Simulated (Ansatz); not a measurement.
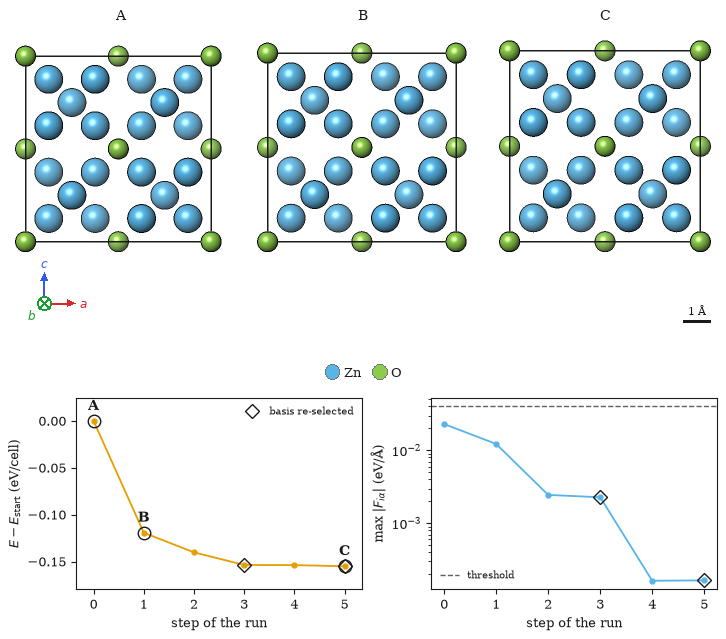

Frames of a relaxation of a crystal of Zn5O (a generated structure, set up in F-43m) (coarse preliminary run), marked on the history of the run. A ball-and-stick model of the conventional cell (4 times the calculation's cell), seen along the b axis. Lengths and directions refer to the drawn axes.

Method: DFT PBE, scalar-relativistic, plane waves, PAW (Ansatz 0.2.0).

The input:
```yaml
crystal:
  lattice:
    - [0.0, 3.45932325, 3.45932325]
    - [3.45932325, 0.0, 3.45932325]
    - [3.45932325, 3.45932325, 0.0]
  atoms:
    - { symbol: Zn, position: [0.375, 0.375, 0.875] }
    - { symbol: Zn, position: [0.375, 0.875, 0.375] }
    - { symbol: Zn, position: [0.875, 0.375, 0.375] }
    - { symbol: Zn, position: [0.375, 0.375, 0.375] }
    - { symbol: Zn, position: [0.75, 0.75, 0.75] }
    - { symbol: O, position: [0.0, 0.0, 0.0], spin: 1.0 }
basis:
  ecutwfc: 420
kpoints:
  mp_grid: { grid: [4, 4, 4] }
hamiltonian:
  xc: pbe
scf:
  occupations: { method: gaussian, width: 0.1 }
  lower_state_search: "off"
output:
  forces: true
  stress: true
  eigenvalues: true
  populations: true
magnetization:
  spin_polarized: true
relax:
  adjacent_minimum: "off"
  f_tol: 0.04
  max_steps: 70
  cell: { stress_tol: 0.4 }
```

Run as
```bash
ansatz run input.yaml --threads 1 --pin off --max-ram 2560MiB --backend cpu --events-out ev --progress --plain --runs-dir out
```

Question: What happens along the run?

Answer: The atoms keep their places relative to the cell (all moves are under 0.005 Å). The volume changes by +8.8 %, with a = b = c 6.919 → 7.115 Å (+2.8 %). The space group stays F-43m (No. 216). The energy falls by 0.155 eV per cell of the calculation in 3 accepted moves (5 points after the start). Largest force component: 0.023 eV/Å at the start, 0.00016 eV/Å at the end. The pressure goes from 7.39 to 0.05 GPa. The SCF was repeated twice at an unchanged geometry on a basis and grid sized afresh for the cell, which shifted the energy by 13.5 meV per cell of the calculation at most. From step 0 to 1: volume +4.9 %, energy −0.119 eV per cell of the calculation. From step 1 to 5: volume +3.7 %, energy −35.7 meV per cell of the calculation.

| step | E − E(0), meV/atom | largest force component, eV/Å | pressure, GPa | volume, Å³/atom | note |
| --- | --- | --- | --- | --- | --- |
| 0 | 0.00 | 0.0229 | 7.39 | 13.799 |  |
| 1 | -19.86 | 0.0122 | 2.76 | 14.475 |  |
| 2 | -23.35 | 0.0025 | 0.38 | 14.910 |  |
| 3 | -25.60 | 0.0023 | 0.52 | 14.910 | same geometry, new basis |
| 4 | -25.62 | 0.0002 | 0.05 | 15.009 |  |
| 5 | -25.82 | 0.0002 | 0.05 | 15.009 | same geometry, new basis |

Limits of the set-up: layers or molecules are held without a dispersion correction, so their spacing is unreliable.
